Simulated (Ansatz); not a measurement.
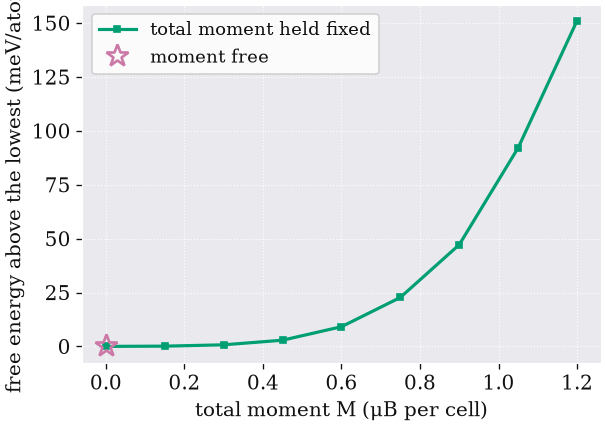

Fixed-spin-moment scan.
- system: V (Im-3m, 1 atom in the cell)
- method: Ansatz 0.2.0, DFT, r2SCAN, PAW, plane waves, scalar-relativistic; cutoff 500 eV, 13×13×13 k-mesh, Fermi–Dirac smearing of 0.1 eV, collinear spins

Which total moment is preferred in this cell?

Answer. Among the held moments the energy is lowest at M = 0 μB. The best free run ends at M = 0.0 μB, at or below every held value. Antiparallel orders weren't tried, and these are the states found from these starts; lower ones may exist.
